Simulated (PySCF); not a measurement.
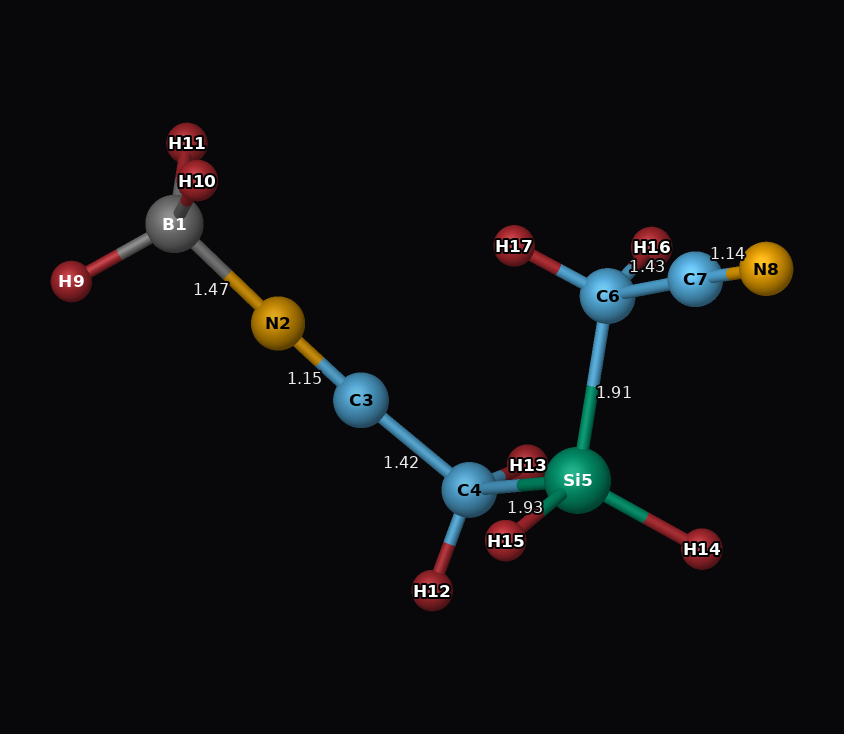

The numbers beside the sticks are distances in Å. Sticks don't show bond order. Computed geometry: GFN2-xTB optimisation. No frequency run is at hand to confirm it as a minimum.

**Which of the marked bonds are single, double, triple or aromatic?**

B1–N2 single; N2–C3 triple; C3–C4 single; C4–Si5 single; Si5–C6 single; C6–C7 single; C7–N8 triple. This is one Lewis structure.

**Give the structure as SMILES.**

[BH3-][N+]#CC[SiH2]CC#N
